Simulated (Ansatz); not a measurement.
# Titanium, dhcp under PBEsol: structure, energy and stiffness

What does PBEsol give for titanium in the dhcp structure? We relax it, solve it on a dense k-mesh, then scale the cell to 7 volumes from 88 to 112 % of the relaxed one and try a fit of the equation of state. Spin polarisation is left out. The k-meshes are 12×12×4 for the relaxation; 16×16×5 for the dense run; 14×14×4 for the volumes.

Computed with Ansatz 0.2.0 (DFT PBEsol, plane waves (420 eV) with PAW, scalar-relativistic; PAW files made under PBE, frozen cores solved again for the functional, unless a step says otherwise).

## 1. Starting point

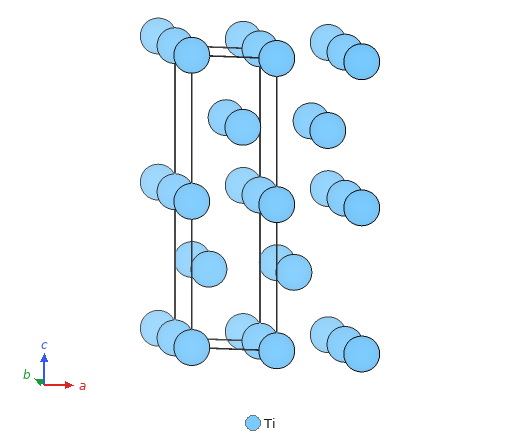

The structure, seen slightly off an axis (titanium blue). 2×2×1 cells are drawn. Any atoms on the faces are drawn again on the opposite ones.

Structure file:

```cif
data_structure
_symmetry_space_group_name_H-M 'P 1'
_symmetry_Int_Tables_number 1
_cell_length_a 2.9229
_cell_length_b 2.9229
_cell_length_c 9.5463
_cell_angle_alpha 90.000
_cell_angle_beta 90.000
_cell_angle_gamma 120.000
_cell_volume 70.63
loop_
_atom_site_label
_atom_site_type_symbol
_atom_site_fract_x
_atom_site_fract_y
_atom_site_fract_z
_atom_site_occupancy
Ti1 Ti 0.00000 0.00000 0.00000 1
Ti2 Ti 0.00000 0.00000 0.50000 1
Ti3 Ti 0.33333 0.66667 0.25000 1
Ti4 Ti 0.66667 0.33333 0.75000 1
```

## 2. Relaxing cell and atoms

input.yaml reads:

```yaml
crystal:
  lattice:
    - [2.9229395509, 0.0, 0.0]
    - [-1.4614697754, 2.5313399048, 0.0]
    - [0.0, 0.0, 9.5463205732]
  atoms:
    - { symbol: Ti, position: [0.0, 0.0, 0.0] }
    - { symbol: Ti, position: [0.0, 0.0, 0.5] }
    - { symbol: Ti, position: [0.3333333333, 0.6666666667, 0.25] }
    - { symbol: Ti, position: [0.6666666667, 0.3333333333, 0.75] }
hamiltonian:
  xc: pbesol
  pseudopotentials:
    kind: paw
    azcp:
      Ti: "pseudopotentials/Ti.paw.azcp"
basis:
  ecutwfc: 420
  fft_grid_basis: typed
kpoints:
  mp_grid: { grid: [12, 12, 4], shift: [0, 0, 0] }
magnetization:
  spin_polarized: false
scf:
  occupations: { method: fermi_dirac, width: 0.1 }
relax:
  max_steps: 60
  f_tol: 0.01
  cell: {}
```

The log of the run (excerpt; [...] marks lines left out):

```text
Warning: <dir> the record states the generating functional pbe (its physics header spells it `PBE`), which answers neither for hamiltonian.xc's functional nor for the pbesol family's — results may be inconsistent (PPs are generated against a specific XC)
Warning: RAYON_NUM_THREADS=2 ignored (pool sized by the plan → 2); use --threads N
[...]
Pseudopotentials: kind: paw
Pseudopotential: Ti, paw, valence charge 12, recommended cutoff 420 eV (normal), <dir>
Functional definition: PBEsol
[...]
Crystal: 4 atoms, lattice volume = 70.633 Å³
Basis set: ecut = 420 eV, 1387 PW (Γ), exchange–correlation on 40×40×128 points (8 copies of the dense FFT grid, shifted against one another)
Bands: 29, of which v1, the nominal top of the filled ones, is band 24 counted from 1 (23 counted from 0)
Symmetry: 24 space group operations
Space group: P63/mmc (ITA 194), of the structure as read, at distance tolerance 4.1e-5 Å
k-points: 57 of 576
[...]
SCF iter   1: F=—  HF=-9895.456506 eV  |F-HF|=—  |Δ(HF+E_count)|=         —  Δρ=8.50e-3  dr2=6.40e-2  ethr=1.77e-3  ⟨swp⟩=4.3  Hψ=6309  notcnv=0
[...]
relax step   1: F+E_penalty+E_count = -9895.44231823 eV  Δ(F+E_penalty+E_count) = +0.000e0 eV  max|allowed force component| = 1.156e-16 eV/Å  Δτ_max = 0.0000 Å  P = -5.214 GPa  Ω = 70.633 Å³  (6 SCF iters, dr2 threshold 1.00e-7 eV, accepted)
[...]
relax step   5: F+E_penalty+E_count = -9895.50607841 eV  Δ(F+E_penalty+E_count) = -5.552e-5 eV  max|allowed force component| = 2.128e-16 eV/Å  Δτ_max = 0.0000 Å  P = +0.032 GPa  Ω = 67.262 Å³  energy of the carried Pulay correction = +1.950e-4 eV  (6 SCF iters, dr2 threshold 6.66e-8 eV, accepted)
[...]
relax step   6: F+E_penalty+E_count = -9895.50587510 eV  Δ(F+E_penalty+E_count) = +2.033e-4 eV  max|allowed force component| = 2.868e-16 eV/Å  Δτ_max = 0.0000 Å  P = +0.035 GPa  Ω = 67.262 Å³  stress off target by 4.93e-2 GPa  SCF on the basis re-selected at this cell (its energy is not [...]
SCF converged after 9 iterations
Free energy (F): -9895.505875 eV
[...]
E sigma→0 (E₀):  -9895.403528 eV
Entropy (-TS):   -0.204694 eV (-51.173 meV/atom)
Fermi energy:    13.684384 eV
[...]
--- Forces (eV/Å), atoms counted from 1 ---
  atom   1  Ti    -0.00000000    -0.00000000    -0.00000000
  atom   2  Ti    -0.00000000     0.00000000     0.00000000
  atom   3  Ti    -0.00000000    -0.00000000     0.00000000
  atom   4  Ti     0.00000000     0.00000000     0.00000000
[...]
--- Stress (GPa, compression-positive) ---
        0.049328       0.000000       0.000000
       -0.000000       0.049328       0.000000
        0.000000       0.000000       0.005780
  P = ⅓ Tr σ = 0.0348 GPa (0.348 kbar)
--- Relaxed structure (5 steps of the walk, 4 accepted, 1 SCFs on fresh bases) ---
  F+E_penalty+E_count = -9895.50587510 eV   max|allowed force component| = 2.868e-16 eV/Å   (the final SCF, on the basis selected at the relaxed cell)
  cell:  # Å, volume = 67.2617 Å³
    - [2.8953043780936483, -2.859460563561019e-11, 0.0]
    - [-1.4476521890220604, 2.5074071431317018, 0.0]
    - [0.0, 0.0, 9.265069637913456]
  atoms:
    - { symbol: Ti, position: [2.276349543683518e-34, -6.498792033556637e-35, 8.406074403306506e-37] }
    - { symbol: Ti, position: [2.147572719784286e-34, -5.230735051363277e-35, 0.4999999999999999] }
    - { symbol: Ti, position: [0.3333333333333333, 0.6666666666666666, 0.24999999999999994] }
    - { symbol: Ti, position: [0.6666666666666666, 0.33333333333333326, 0.7499999999999999] }
```

Wall time 12 s (2 threads of Intel Xeon Platinum 8488C (Sapphire Rapids), shared host); peak memory 0.5 GiB.

Relaxation path:

| step | energy change (meV/atom) | largest force (eV/Å) | pressure (GPa) | volume (Å³/atom) | accepted |
| --- | --- | --- | --- | --- | --- |
| 1 | 0.00 | 0.0000 | -5.21 | 17.658 | yes |
| 2 | 5.13 | 0.0000 | 7.45 | 15.873 | no |
| 3 | -15.63 | 0.0000 | -0.52 | 16.894 | yes |
| 4 | -15.93 | 0.0000 | 0.10 | 16.805 | yes |
| 5 | -15.94 | 0.0000 | 0.03 | 16.815 | yes |
| 6 | -15.89 | 0.0000 | 0.03 | 16.815 | yes |

Steps that repeat a cell are solved on a basis chosen anew, so their changes of energy are no gain of the relaxation.

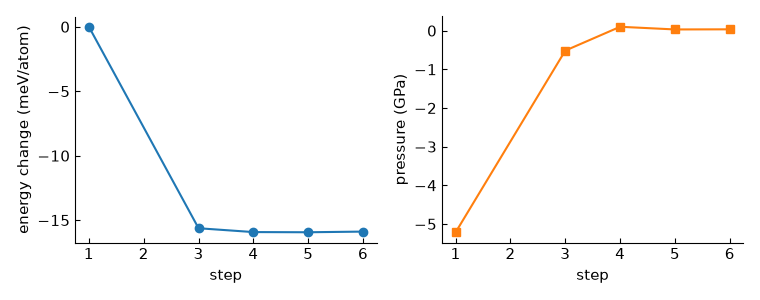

Energy and pressure over the accepted steps.

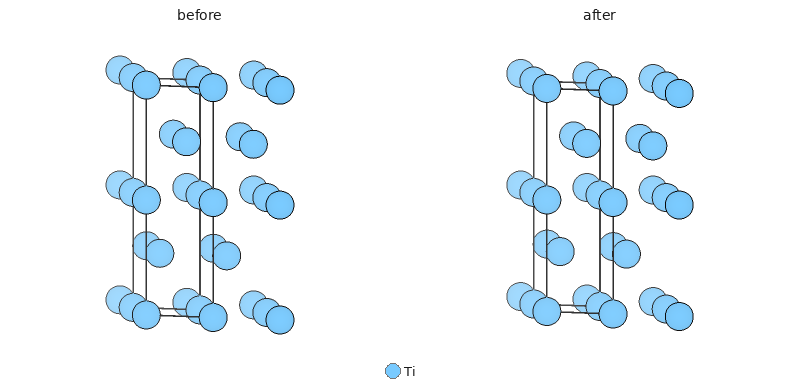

Before and after, at one scale. The cells drawn are those of the first picture.

The cell of the run, before and after:

|  | before | after | change |
| --- | --- | --- | --- |
| a (Å) | 2.923 | 2.895 | -0.9 % |
| b (Å) | 2.923 | 2.895 | -0.9 % |
| c (Å) | 9.546 | 9.265 | -2.9 % |
| volume (Å³/atom) | 17.658 | 16.815 | -4.8 % |
| shortest distance (Å) | 2.923 | 2.856 | -2.3 % |
| space group (spins left aside) | P6_3/mmc | P6_3/mmc | same |

## 3. Dense single point

input.yaml reads:

```yaml
crystal:
  lattice:
    - [2.8953043781, 0.0, 0.0]
    - [-1.447652189, 2.5074071431, 0.0]
    - [0.0, 0.0, 9.2650696379]
  atoms:
    - { symbol: Ti, position: [0.0, 1.0, 0.0] }
    - { symbol: Ti, position: [0.0, 1.0, 0.5] }
    - { symbol: Ti, position: [0.3333333333, 0.6666666667, 0.25] }
    - { symbol: Ti, position: [0.6666666667, 0.3333333333, 0.75] }
hamiltonian:
  xc: pbesol
  pseudopotentials:
    kind: paw
    azcp:
      Ti: "pseudopotentials/Ti.paw.azcp"
basis:
  ecutwfc: 420
  fft_grid_basis: typed
kpoints:
  mp_grid: { grid: [16, 16, 5], shift: [0, 0, 0] }
magnetization:
  spin_polarized: false
scf:
  occupations: { method: fermi_dirac, width: 0.1 }
```

The log of the run (excerpt; [...] marks lines left out):

```text
Warning: <dir> the record states the generating functional pbe (its physics header spells it `PBE`), which answers neither for hamiltonian.xc's functional nor for the pbesol family's — results may be inconsistent (PPs are generated against a specific XC)
Warning: RAYON_NUM_THREADS=2 ignored (pool sized by the plan → 2); use --threads N
[...]
[... 3 set-up lines as earlier in the session ...]
[...]
Crystal: 4 atoms, lattice volume = 67.262 Å³
Basis set: ecut = 420 eV, 1315 PW (Γ)
Bands: 29, of which v1, the nominal top of the filled ones, is band 24 counted from 1 (23 counted from 0)
[... 2 set-up lines as earlier in the session ...]
k-points: 90 of 1280
[...]
SCF iter   1: F=—  HF=-9895.520230 eV  |F-HF|=—  |Δ(HF+E_count)|=         —  Δρ=8.68e-3  dr2=6.25e-2  ethr=1.77e-3  ⟨swp⟩=4.3  Hψ=10059  notcnv=0
[...]
SCF iter   6: F=-9895.505538 eV  HF=-9895.505538 eV  |F-HF|=8.77e-9  |Δ(HF+E_count)|=   1.29e-7  Δρ=6.35e-6  dr2=2.58e-8  ethr=2.08e-10  ⟨swp⟩=2.6  Hψ=5290  notcnv=0
[...]
SCF converged after 6 iterations
Free energy (F): -9895.505538 eV
[...]
E sigma→0 (E₀):  -9895.402627 eV
Entropy (-TS):   -0.205822 eV (-51.456 meV/atom)
Fermi energy:    13.684593 eV
[...]
```

Wall time 2.3 s (2 threads of Intel Xeon Platinum 8488C (Sapphire Rapids), shared host); peak memory 0.48 GiB.

## 4. The cell scaled to 88 % of its volume

input.yaml: that of step 3 with these lines changed.

```diff
@@ -2,5 +2,5 @@
   lattice:
-    - [2.8953043781, 0.0, 0.0]
-    - [-1.447652189, 2.5074071431, 0.0]
-    - [0.0, 0.0, 9.2650696379]
+    - [2.7745237779, 0.0, 0.0]
+    - [-1.3872618889, 2.4028080751, 0.0]
+    - [0.0, 0.0, 8.878567728]
   atoms:
@@ -20,3 +20,3 @@
 kpoints:
-  mp_grid: { grid: [16, 16, 5], shift: [0, 0, 0] }
+  mp_grid: { grid: [14, 14, 4], shift: [0, 0, 0] }
 magnetization:
@@ -25 +25,4 @@
   occupations: { method: fermi_dirac, width: 0.1 }
+  lower_state_search: "off"
+output:
+  stress: true
```

The log of the run (excerpt; [...] marks lines left out):

```text
Warning: <dir> the record states the generating functional pbe (its physics header spells it `PBE`), which answers neither for hamiltonian.xc's functional nor for the pbesol family's — results may be inconsistent (PPs are generated against a specific XC)
Warning: RAYON_NUM_THREADS=2 ignored (pool sized by the plan → 2); use --threads N
[...]
[... 3 set-up lines as earlier in the session ...]
[...]
Crystal: 4 atoms, lattice volume = 59.190 Å³
Basis set: ecut = 420 eV, 1169 PW (Γ)
Bands: 29, of which v1, the nominal top of the filled ones, is band 24 counted from 1 (23 counted from 0)
[... 1 set-up line as earlier in the session ...]
Space group: P63/mmc (ITA 194), of the structure as read, at distance tolerance 3.9e-5 Å
k-points: 72 of 784
[...]
SCF iter   1: F=—  HF=-9895.093380 eV  |F-HF|=—  |Δ(HF+E_count)|=         —  Δρ=9.10e-3  dr2=5.83e-2  ethr=1.77e-3  ⟨swp⟩=4.3  Hψ=8064  notcnv=0
[...]
SCF iter   6: F=-9895.078629 eV  HF=-9895.078629 eV  |F-HF|=4.46e-9  |Δ(HF+E_count)|=   5.10e-8  Δρ=4.89e-6  dr2=1.23e-8  ethr=2.08e-10  ⟨swp⟩=4.0  Hψ=6623  notcnv=0
[...]
SCF converged after 6 iterations
Free energy (F): -9895.078629 eV
[...]
E sigma→0 (E₀):  -9894.983043 eV
Entropy (-TS):   -0.191172 eV (-47.793 meV/atom)
Fermi energy:    15.873222 eV
[...]
--- Stress (GPa, compression-positive) ---
       18.338774      -0.000000       0.000000
       -0.000000      18.338774       0.000000
        0.000000       0.000000      18.875745
  P = ⅓ Tr σ = 18.5178 GPa (185.178 kbar)
```

It took 2 s on 2 threads of Intel Xeon Platinum 8488C (Sapphire Rapids), shared host; peak memory 0.47 GiB.

## 5. The cell scaled to 92 % of its volume

input.yaml: that of step 4 with these lines changed.

```diff
@@ -2,5 +2,5 @@
   lattice:
-    - [2.7745237779, 0.0, 0.0]
-    - [-1.3872618889, 2.4028080751, 0.0]
-    - [0.0, 0.0, 8.878567728]
+    - [2.8159406866, 0.0, 0.0]
+    - [-1.4079703433, 2.4386761702, 0.0]
+    - [0.0, 0.0, 9.011103204]
   atoms:
```

The log of the run (excerpt; [...] marks lines left out):

```text
Warning: <dir> the record states the generating functional pbe (its physics header spells it `PBE`), which answers neither for hamiltonian.xc's functional nor for the pbesol family's — results may be inconsistent (PPs are generated against a specific XC)
Warning: RAYON_NUM_THREADS=2 ignored (pool sized by the plan → 2); use --threads N
[...]
[... 3 set-up lines as earlier in the session ...]
[...]
Crystal: 4 atoms, lattice volume = 61.881 Å³
Basis set: ecut = 420 eV, 1231 PW (Γ)
Bands: 29, of which v1, the nominal top of the filled ones, is band 24 counted from 1 (23 counted from 0)
[... 1 set-up line as earlier in the session ...]
Space group: P63/mmc (ITA 194), of the structure as read, at distance tolerance 4.0e-5 Å
k-points: 72 of 784
[...]
SCF iter   1: F=—  HF=-9895.340942 eV  |F-HF|=—  |Δ(HF+E_count)|=         —  Δρ=8.75e-3  dr2=5.27e-2  ethr=1.77e-3  ⟨swp⟩=4.3  Hψ=8038  notcnv=0
[...]
SCF iter   6: F=-9895.326802 eV  HF=-9895.326802 eV  |F-HF|=5.41e-9  |Δ(HF+E_count)|=   7.14e-8  Δρ=5.44e-6  dr2=1.67e-8  ethr=2.08e-10  ⟨swp⟩=4.0  Hψ=6634  notcnv=0
[...]
SCF converged after 6 iterations
Free energy (F): -9895.326802 eV
[...]
E sigma→0 (E₀):  -9895.228880 eV
Entropy (-TS):   -0.195844 eV (-48.961 meV/atom)
Fermi energy:    15.082975 eV
[...]
--- Stress (GPa, compression-positive) ---
       11.180886      -0.000000       0.000000
       -0.000000      11.180886       0.000000
        0.000000       0.000000      11.398096
  P = ⅓ Tr σ = 11.2533 GPa (112.533 kbar)
```

Wall time 2 s (2 threads of Intel Xeon Platinum 8488C (Sapphire Rapids), shared host); peak memory 0.48 GiB.

[end of part 1 of 2]
